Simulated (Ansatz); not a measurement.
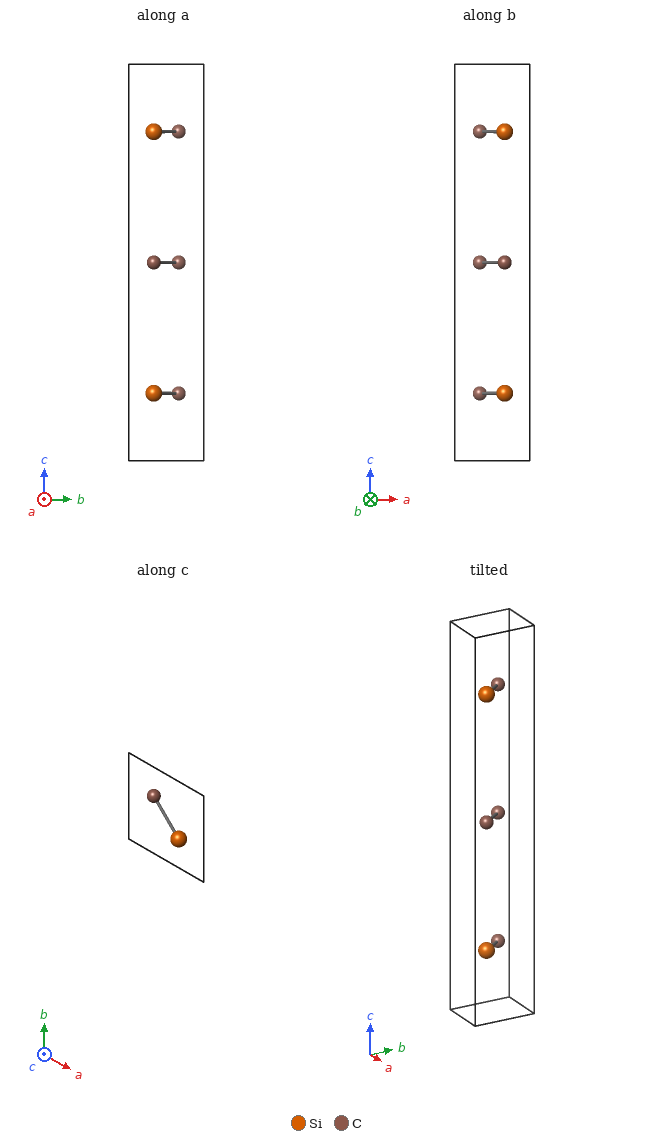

Shown here is a ball-and-stick view of the crystal, taken along the a axis, along the b axis, along the c axis and slightly off an axis. One conventional unit cell is framed, with atoms on its boundary repeated.

Lattice parameters: a = 2.936 Å, b = 2.936 Å, c = 13.493 Å, α = 90.00°, β = 90.00°, γ = 120.00°. Put a along x and b in the xy plane.

From the views, write a POSCAR file, with free fractional coordinates to two decimals.

```
Si C
1.0
     2.936    0.000    0.000
    -1.468    2.543    0.000
     0.000    0.000   13.493
Si C
2 4
Direct
  0.6667 0.3333 0.83
  0.6667 0.3333 0.17
  0.3333 0.6667 0.83
  0.3333 0.6667 0.17
  0.3333 0.6667 0.50
  0.6667 0.3333 0.50
```

Starting structure: a structure type filled with these elements by a generator (whether the compound takes this form wasn't checked). Earlier steps of the study, as a rule a relaxation of our own, may have changed the cell and positions, so they can lie some per cent off the listed ones. It went into a calculation with Ansatz.
